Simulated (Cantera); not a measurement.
Charge: 1 mol SiCl₄, 3 mol Cl₂, 7.6 mol H₂, equilibrated at 27.0 bar.

Equilibrium computed with Cantera from the NASA thermochemical tables; the gas is ideal and each condensed phase is pure. Candidate condensed phases: Si; 19 gas species. The tables' values for SiCl₃ are old estimates; treat these amounts as uncertain. Rates play no part.

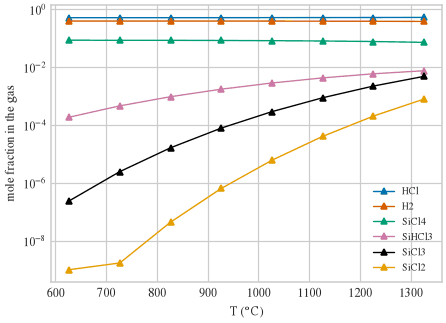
Figure. Equilibrium gas composition (values under 1e-9 drawn at 1e-9)

Problem. Read off the mole fractions at 1227 °C.

Solution. HCl about 0.53, H₂ about 0.39, SiCl₄ about 0.078, SiHCl₃ about 0.0059, SiCl₃ about 0.0022, SiCl₂ about 0.00021.
